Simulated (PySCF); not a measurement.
# C7H6O: the cost of one run

The runs use PySCF 2.14.0, with density-fitted response routines of our own; the level of theory stands in each step. All values are computed, except where a source is named. Atoms are numbered from 0 throughout.

### Step 1. The starting structure

14 atoms, charge 0, multiplicity 1; geometry from: GFN2-xTB.

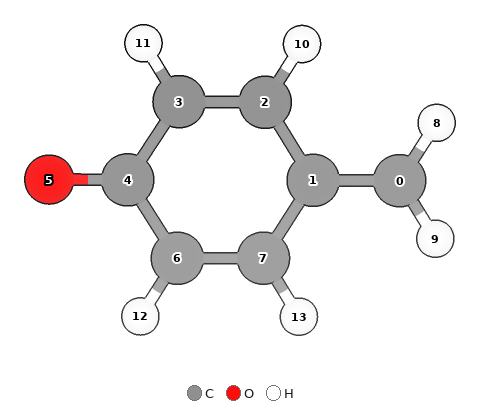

The starting geometry (carbon grey, oxygen red, hydrogen white), atoms numbered.

### Step 2. Optimising the geometry at PBE0-D3(BJ)/def2-SVP

The job: settings as JSON, then the geometry in Å.

```
{"job": {"xc": "PBE0", "basis": "def2-SVP", "d3": "d3bj", "grid": 2, "kind": "geom"}, "charge": 0, "multiplicity": 1}
C      2.767770    -0.440590    -0.043280
C      1.439530    -0.227930    -0.020900
C      0.883260     1.108790    -0.029420
C     -0.438180     1.324760    -0.011420
C     -1.408120     0.223450     0.021970
O     -2.613700     0.414650     0.035180
C     -0.826710    -1.123730     0.030110
C      0.496530    -1.328090     0.009040
H      3.469250     0.377010    -0.061490
H      3.181780    -1.434060    -0.036770
H      1.582800     1.933440    -0.051750
H     -0.851160     2.323110    -0.019350
H     -1.528390    -1.944920     0.054500
H      0.906350    -2.329040     0.014980
```

Q: Estimate the wall time of this first job on 8 threads of AMD EPYC 9R45 (Zen 5), shared host.

About 26 s.
